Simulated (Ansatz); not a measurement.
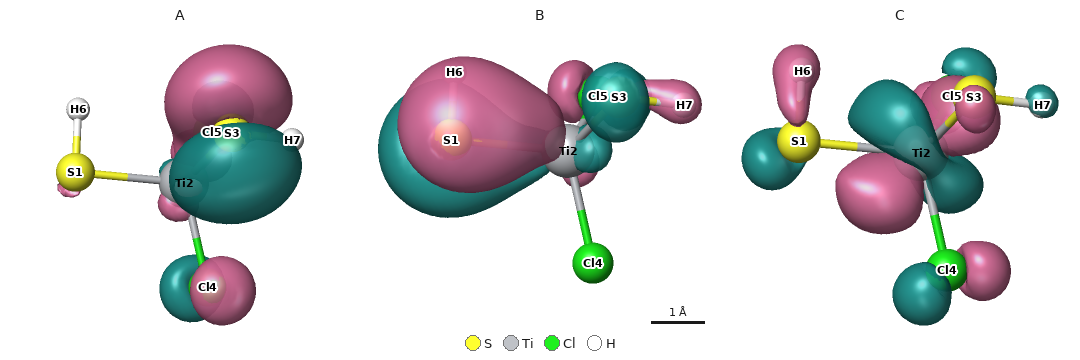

Figure 1: Cl2H2S2Ti (SMILES [SH][Ti]([SH])([Cl])[Cl]). Three frontier orbitals at ±0.1 Å⁻³ᐟ² (teal and pink are the two phases), in no order.

Geometry: PBE0-D4/def2-TZVP.

The calculation used RKS PBE0-D4/def2-TZVPP (Ansatz 0.2.0).

| atom | x (Å) | y (Å) | z (Å) |
| --- | --- | --- | --- |
| S | -1.9117 | 0.5272 | 0.9132 |
| Ti | -0.1676 | -0.0641 | -0.3822 |
| S | 1.2146 | -1.1077 | 1.0688 |
| Cl | -0.8905 | -1.4507 | -1.8923 |
| Cl | 0.8472 | 1.6691 | -1.2335 |
| H | -1.1952 | 1.5787 | 1.3650 |
| H | 2.1644 | -1.2204 | 0.1153 |

Which picture is the HOMO−1, the HOMO and the LUMO?

B is the HOMO−1 (−8.47 eV). Its weight (Hirshfeld) is mainly on S1 (about 70 %), Ti2 (about 15 %) and S3 (about 5 %); largely a lone pair of S1. A is the HOMO (−8.12 eV). Its weight (Hirshfeld) is mainly on S3 (about 70 %), Ti2 (about 10 %), Cl4 (about 10 %) and Cl5 (about 5 %); largely a lone pair of S3. C is the LUMO (−3.36 eV). It lies mainly on Ti2 (about 70 %), S1 (about 10 %) and Cl4 (about 10 %).

What is the HOMO–LUMO gap?

4.76 eV between the orbital energies.
